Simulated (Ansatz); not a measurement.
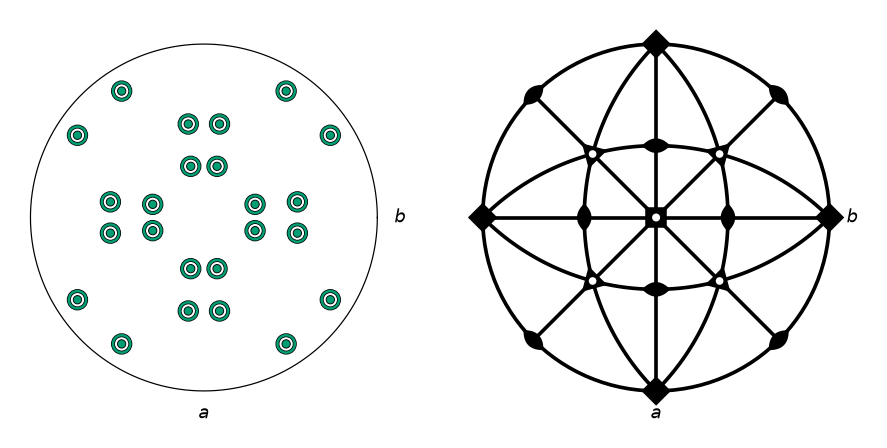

Stereographic projection: filled dots lie in the upper hemisphere, open rings in the lower; heavy lines are mirror planes (a heavy rim: a mirror in the plane of the page); lens, triangle, square and hexagon are 2-, 3-, 4- and 6-fold axes, a lens in an open square is −4, a triangle in an open hexagon −6; thin dashed diameters join the ends of axes that lie in the page; a small open circle marks inversion. The c axis points at the viewer. Left: one general form; right: the symmetry elements. Computed from the symmetry operations of a computed or model structure of composition Ag.

> Identify the point group and its elements.

m-3m (Oh), order 48, cubic system: three fourfold axes, four threefold axes, six twofold axes, nine mirror planes, an inversion centre.

> Which physical properties does it allow?

It is centrosymmetric, so neither piezoelectric nor pyroelectric; it is not chiral.
